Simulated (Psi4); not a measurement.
# A workflow on BFH5P (SMILES F[BH2-][PH3+])

Aim: a geometry optimisation (B3LYP-D4/6-31G**), then the harmonic vibrations, then the energy (SCS-MP2/aug-cc-pVDZ), then the excited states (TDA-B3LYP/6-31G**) of BFH5P. 

The results are computed with Psi4 1.11.

## (1) Starting point

The species is BFH5P (8 atoms), typed as a singlet with charge 0. As SMILES, `F[BH2-][PH3+]`. The shape comes from GFN2-xTB, which is rough for such elements, and wasn't checked as a minimum. The run starts from this shape.

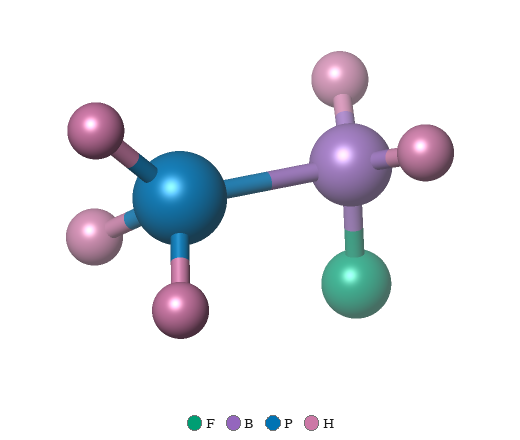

The structure, seen from a chosen angle (fluorine teal, boron purple, phosphorus blue, hydrogen pink).

## (2) A geometry optimisation at B3LYP-D4/6-31G(d,p) (density fitting, Cartesian functions) (run 1)

Contents of job.in:

```
memory 1600 MB

molecule mol {
  0 1
  F     -0.434590    -0.328940    -1.682900
  B     -0.644170     0.647040    -0.706330
  P      0.444190    -0.325730     0.673100
  H     -1.766100     0.693720    -0.323350
  H     -0.102510     1.674270    -0.947190
  H      0.796430    -0.105030     1.997980
  H      1.699420    -0.627600     0.185640
  H      0.007330    -1.627730     0.803050
  symmetry c1
}

set reference rks
set geom_maxiter 60

e, wfn = opt('b3lyp-d4/6-31G**', return_wfn=True)
print_variables()
```

On the command line:

```bash
$ psi4 -i job.in -o job.out -n 1
```

job.out:

```text
Psi4 1.11 release

gradient() will perform analytic gradient computation.

   => Loading Basis Set <=

    Name: 6-31G**
    Role: ORBITAL
    Keyword: BASIS

   => B3LYP-D4(BJ,EEQ)ATM: Empirical Dispersion <=

        a1 =       0.408680
        a2 =       4.538071
       alp =      16.000000
        s6 =       1.000000
        s8 =       2.029294
        s9 =       1.000000
        ga =       3.000000
        gc =       2.000000
        wf =       6.000000

         ---------------------------------------------------------
                                   SCF
                              RKS Reference
                        1 Threads,   1525 MiB Core
         ---------------------------------------------------------

  ==> Geometry <==

[... 437 lines left out ...]
    Weights Tolerance      =       1.00E-15
[... 578 lines left out ...]
   @DF-RKS iter   2:  -469.08403134871850   -3.43301e-05   1.57765e-04 DIIS/ADIIS
[... 521 lines left out ...]
   @DF-RKS iter   6:  -469.08459152695684   -2.16625e-09   1.29723e-07 DIIS
[... 529 lines left out ...]
    Nuclear Repulsion Energy =             99.8346688687249468
[... 509 lines left out ...]
    Total Energy =                       -469.0847121186815798
[... 606 lines left out ...]
	   Step    Total Energy     Delta E     Max Force     RMS Force      Max Disp      RMS Disp
[... 574 lines left out ...]
  "SCF DIPOLE"                                       =>       0.814072547655 ... 1.243626343265 1 by 3
[... 3 lines left out ...]
    Psi4 run time: 0:00:43.99

[set-up sections that repeat, and orbital energies of the middle runs, are left out above]
```

On the terminal:

```text
Optimizer: Optimization complete!
```

Run time: 45 s. Hardware: 1 thread of Intel Xeon 6975P-C (Granite Rapids), shared host; peak memory 0.58 GiB.

The path in brief:

```csv
step,energy from the first frame kept (eV),largest force (eV/Å)
0,0.0000,0.9150
1,-0.1176,0.5220
2,-0.1423,0.3794
3,-0.1653,0.1460
4,-0.1752,0.0992
5,-0.1787,0.0860
6,-0.1805,0.0662
7,-0.1814,0.0367
8,-0.1818,0.0330
9,-0.1820,0.0441
10,-0.1822,0.0454
11,-0.1828,0.0446
12,-0.1830,0.0125
13,-0.1830,0.0085
```

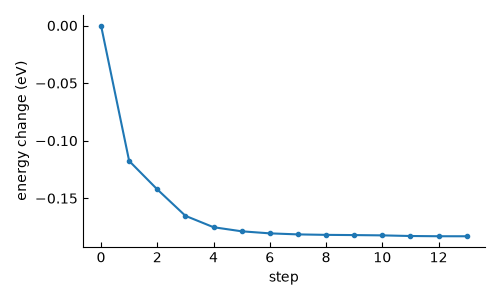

Energy along the run.

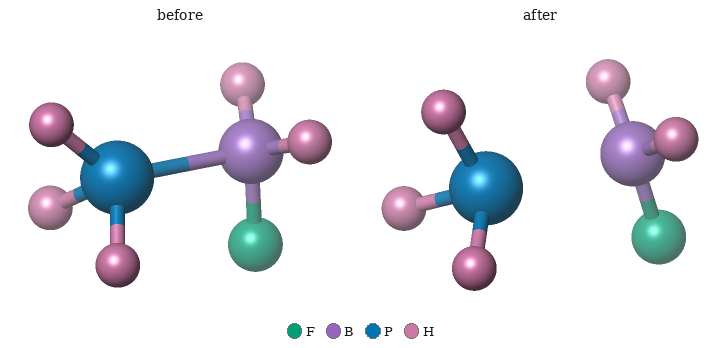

Before and after, at one scale.

After the run. Bond lengths: F1–B2 1.370 Å, B2–P3 2.202 Å, B2–H4 1.207 Å, B2–H5 1.207 Å, P3–H6 1.412 Å, P3–H7 1.413 Å, P3–H8 1.413 Å. Some angles: F1–B2–P3 104.9°, F1–B2–H4 117.1°, F1–B2–H5 117.1°, P3–B2–H4 97.4°, P3–B2–H5 97.4°, B2–P3–H6 115.3°, B2–P3–H7 120.6°, B2–P3–H8 120.6°, H4–B2–H5 117.1°, H6–P3–H7 98.9°.

## (3) The harmonic vibrations at B3LYP-D4/6-31G(d,p) (density fitting, Cartesian functions) (run 2)

Contents of job.dat:

```
memory 1.6 GB

molecule {
  0 1
  F
  B 1 R2
  P 2 R3 1 A3
  H 2 R4 1 A4 3 D4
  H 2 R5 4 A5 1 D5
  H 3 R6 2 A6 5 D6
  H 3 R7 6 A7 2 D7
  H 3 R8 6 A8 7 D8

  R2 = 1.37031
  R3 = 2.20243
  A3 = 104.94058
  R4 = 1.207088
  A4 = 117.10132
  D4 = -106.58049
  R5 = 1.207061
  A5 = 117.09827
  D5 = 146.80088
  R6 = 1.412016
  A6 = 115.26922
  D6 = 59.36529
  R7 = 1.413278
  A7 = 98.85805
  D7 = 130.05172
  R8 = 1.413266
  A8 = 98.86141
  D8 = 99.9665
  symmetry c1
}

set basis 6-31G**
set t 600.0
set rotational_symmetry_number 1

e, wfn = freq("b3lyp-d4", return_wfn=True)
```

On the command line:

```bash
$ psi4 job.dat job.out -n 1
```

job.out:

```text
Psi4 1.11 release

         ----------------------------------------------------------
                                   FINDIF
         ----------------------------------------------------------

[... 657 lines left out ...]
   @DF-RKS iter   1:  -468.99045046820851   -4.75043e-01   5.62569e-03 DIIS/ADIIS
[... 628 lines left out ...]
 Dipole Y            :          1.7391615           -3.1843167           -1.4451552
[... 751 lines left out ...]
    Two-Electron Energy =                 309.4393945212081576
[... 762 lines left out ...]
   @DF-RKS iter  11:  -469.08474837442577   -6.25278e-13   1.45318e-09 DIIS
[... 766 lines left out ...]
  Energy and wave function converged.
[... 765 lines left out ...]
   @DF-RKS iter   6:  -469.08474873570128   -5.40876e-06   5.15554e-06 DIIS
[... 825 lines left out ...]
    Translational S                         41.955 [cal/(mol K)]      175.538 [J/(mol K)]       0.06685898 [mEh/K] (mol. weight = 66.0206 [u], P = 101325.00 [Pa])
[... 49 lines left out ...]
  Gibbs free energy, G = H - T * S
    Electronic contrib to G beyond E_e       0.000 [kcal/mol]        0.000 [kJ/mol]       0.00000000 [Eh]
    Translational contrib to G             -22.192 [kcal/mol]      -92.851 [kJ/mol]      -0.03536517 [Eh]
    Rotational contrib to G                -13.951 [kcal/mol]      -58.370 [kJ/mol]      -0.02223192 [Eh]
    Vibrational contrib to G                25.296 [kcal/mol]      105.838 [kJ/mol]       0.04031152 [Eh]
  Correction G                             -10.847 [kcal/mol]      -45.383 [kJ/mol]      -0.01728557 [Eh]
  Total G, Gibbs energy at  600.00 [K]                                                 -469.10203548 [Eh]
  *** Absolute Gibbs energy, not a free energy of formation ***

    Psi4 run time: 0:02:35.09

[set-up sections that repeat, and orbital energies of the middle runs, are left out above]
```

The script printed:

```text
Warning: used thermodynamics relations inappropriate for low-frequency modes: ['120.5407' '144.8228' '180.9294' '260.1346' '474.3504']
```

It took 2.6 min on 1 thread of Intel Xeon 6975P-C (Granite Rapids), shared host; peak memory 0.55 GiB.

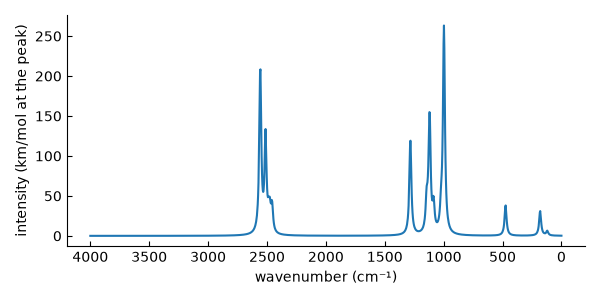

Harmonic infrared spectrum, unscaled, lines broadened by 10 cm⁻¹.

## (4) A single-point energy at SCS-MP2/aug-cc-pVDZ (density fitting) (run 3)

Contents of input.dat:

```
memory 1.6 GB

molecule mol {
  0 1
  F
  B 1 1.37031
  P 2 2.20243 1 104.94058
  H 2 1.207088 1 117.10132 3 -106.58049
  H 2 1.207061 4 117.09827 1 146.80088
  H 3 1.412016 2 115.26922 5 59.36529
  H 3 1.413278 6 98.85805 2 130.05172
  H 3 1.413266 6 98.86141 7 99.9665
}

set {
  basis aug-cc-pVDZ
  reference rhf
  freeze_core true
}

energy("scs-mp2")
```

On the command line:

```bash
$ psi4 -n 1 input.dat output.dat
```

output.dat:

```text
Psi4 1.11 release

   => Loading Basis Set <=

    Name: AUG-CC-PVDZ
    Role: ORBITAL
    Keyword: BASIS

         ---------------------------------------------------------
                                   SCF
                              RHF Reference
                        1 Threads,   1525 MiB Core
         ---------------------------------------------------------

  ==> Geometry <==

    Molecular point group: c1
    Full point group: C1

    Geometry (in Angstrom), charge = 0, multiplicity = 1:

[... 88 lines left out ...]
   @RHF iter   1:  -467.70725531751032   -7.31999e-01   3.07995e-03 ADIIS/DIIS
[... 5 lines left out ...]
   @RHF iter   7:  -467.80255577398788   -3.62853e-07   8.57224e-07 DIIS
[... 28 lines left out ...]
    Final Occupation by Irrep:
[... 27 lines left out ...]
 Dipole X            :          0.0012638           -0.0012829           -0.0000191
[... 74 lines left out ...]
  E_CONVERGENCE                 => 1e-06           !
[... 69 lines left out ...]
  R_CONVERGENCE                 => (empty)
[... 57 lines left out ...]
	MP2 Total Energy (a.u.)            :  -468.24988124061372
[... 2 lines left out ...]
	total time  =          3 seconds =       0.05 minutes

    Psi4 run time: 0:00:09.95
```

Run time: 11 s. Hardware: 1 thread of Intel Xeon 6975P-C (Granite Rapids), shared host; peak memory 0.97 GiB.

## (5) The vertical excitations at TDA-B3LYP/6-31G(d,p) (density fitting, Cartesian functions, save jk yes) (run 4)

Contents of input.dat:

```
memory 1.6 GB

molecule {
  0 1
  F
  B 1 R2
  P 2 R3 1 A3
  H 2 R4 1 A4 3 D4
  H 2 R5 4 A5 1 D5
  H 3 R6 2 A6 5 D6
  H 3 R7 6 A7 2 D7
  H 3 R8 6 A8 7 D8

  R2 = 1.37031
  R3 = 2.20243
  A3 = 104.94058
  R4 = 1.207088
  A4 = 117.10132
  D4 = -106.58049
  R5 = 1.207061
  A5 = 117.09827
  D5 = 146.80088
  R6 = 1.412016
  A6 = 115.26922
  D6 = 59.36529
  R7 = 1.413278
  A7 = 98.85805
  D7 = 130.05172
  R8 = 1.413266
  A8 = 98.86141
  D8 = 99.9665
}

set {
  basis     6-31G**
  reference rks
  save_jk   true
}

from psi4.driver.procrouting.response.scf_response import tdscf_excitations
result, w = energy("b3lyp", return_wfn=True)
states = tdscf_excitations(w, states=6, tda=True)
```

On the command line:

```bash
$ psi4 -n 1 input.dat output.dat
```

output.dat:

```text
Psi4 1.11 release

   => Loading Basis Set <=

    Name: 6-31G**
    Role: ORBITAL
    Keyword: BASIS

         ---------------------------------------------------------
                                   SCF
                              RKS Reference
                        1 Threads,   1525 MiB Core
         ---------------------------------------------------------

  ==> Geometry <==

    Molecular point group: c1
    Full point group: C1

    Geometry (in Angstrom), charge = 0, multiplicity = 1:

[... 148 lines left out ...]
   @DF-RKS iter SAD:  -468.50862938482322   -4.68509e+02   0.00000e+00
[... 5 lines left out ...]
   @DF-RKS iter   6:  -469.07797108756961   -5.40860e-06   5.15543e-06 DIIS
[... 39 lines left out ...]
    Nuclear Repulsion Energy =            100.1063536432804426
[... 5 lines left out ...]
    Total Energy =                       -469.0779711893587773
[... 67 lines left out ...]
**********                               WARNING                                **********
[... 36 lines left out ...]
Excited State    5 (1 A):   0.28075 au   162.29 nm f = 0.0000
[... 4 lines left out ...]
Excited State    6 (1 A):   0.32055 au   142.14 nm f = 0.5869
  Sums of squares: Xssq =  1.000000e+00
     13a  ->  20a    -0.100075 ( 1.001%)
     14a  ->  19a    -0.106294 ( 1.130%)
     15a  ->  18a    -0.270772 ( 7.332%)
     16a  ->  20a    -0.885541 (78.418%)
     16a  ->  21a    -0.179857 ( 3.235%)
     17a  ->  19a    -0.230730 ( 5.324%)

******************************************************************************************
**********                               WARNING                                **********
**********       The names of excited state variables changed between 1.5       **********
**********     and 1.6. For a quick solution, remove the symmetry specifier     **********
**********   from the variable name. For full details, see 'Notes on Psivars'   **********
**********                        in the documentation.                         **********
******************************************************************************************

    Psi4 run time: 0:00:09.75
```

Run time: 11 s. Hardware: 1 thread of Intel Xeon 6975P-C (Granite Rapids), shared host; peak memory 0.53 GiB.

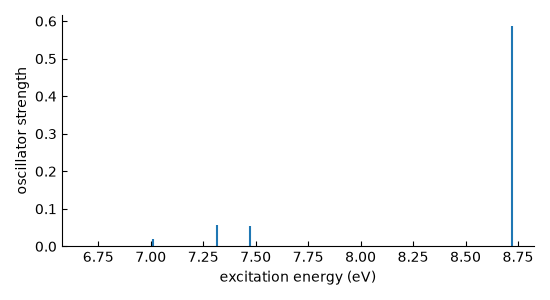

Vertical excitations as sticks.

The roots found:

```csv
excited state,energy (eV),strength,label
1,6.678,0.0023,A 1
2,7.012,0.0186,A 1
3,7.314,0.0568,A 1
4,7.472,0.0555,A 1
5,7.640,0.0001,A 1
6,8.723,0.5869,A 1
```

## (6) Outcome

| quantity | value |
| --- | --- |
| run 1, B3LYP-D4/6-31G**: total energy at the end | -469.08475 Eh |
| run 1, B3LYP-D4/6-31G**: dipole moment | 4.07 D |
| run 1, B3LYP-D4/6-31G**: HOMO energy | -7.65 eV |
| run 1, B3LYP-D4/6-31G**: LUMO energy | 0.10 eV |
| run 1, B3LYP-D4/6-31G**: HOMO–LUMO gap | 7.75 eV |
| run 1, B3LYP-D4/6-31G**: dispersion energy | -17.80 kJ/mol |
| run 2, B3LYP-D4/6-31G**: lowest harmonic wavenumber | 121 cm⁻¹ |
| run 2, B3LYP-D4/6-31G**: highest harmonic wavenumber | 2557 cm⁻¹ |
| run 2, B3LYP-D4/6-31G**: zero-point energy | 133.2 kJ/mol |
| run 2, B3LYP-D4/6-31G**: ideal-gas entropy at 600 K (symmetry number 1 as used) | 90.1 cal/(mol K) |
| run 3, SCS-MP2/aug-cc-pVDZ: total energy | -468.25215 Eh |
| run 3, SCS-MP2/aug-cc-pVDZ: HOMO energy (Hartree–Fock orbitals) | -11.31 eV |
| run 3, SCS-MP2/aug-cc-pVDZ: LUMO energy (Hartree–Fock orbitals) | 0.74 eV |
| run 3, SCS-MP2/aug-cc-pVDZ: HOMO–LUMO gap (Hartree–Fock orbitals) | 12.05 eV |
| run 3, SCS-MP2/aug-cc-pVDZ: correlation energy (7 core orbitals frozen) | -449.6 mEh |
| run 4, TDA-B3LYP/6-31G**: ground-state or mean-field energy | -469.07797 Eh |
| run 4, TDA-B3LYP/6-31G**: dipole moment (B3LYP Kohn–Sham density) | 4.07 D |
| run 4, TDA-B3LYP/6-31G**: HOMO energy (B3LYP Kohn–Sham orbitals) | -7.65 eV |
| run 4, TDA-B3LYP/6-31G**: LUMO energy (B3LYP Kohn–Sham orbitals) | 0.10 eV |
| run 4, TDA-B3LYP/6-31G**: HOMO–LUMO gap (B3LYP Kohn–Sham orbitals) | 7.75 eV |
| run 4, TDA-B3LYP/6-31G**: lowest excitation energy | 6.68 eV |

What this shows: The optimisation (run 1, B3LYP-D4/6-31G**) took 14 steps and changed the energy by -0.183 eV. All 18 modes are real, so the shape is a minimum at this level. The brightest of the 6 transitions from the ground state lies at 8.72 eV (142 nm, f = 0.587); the lowest, at 6.68 eV, has f = 0.002. Roots above 7.6 eV lie over the negative of the HOMO energy, where a finite basis gives discretised continuum or poorly described Rydberg states.
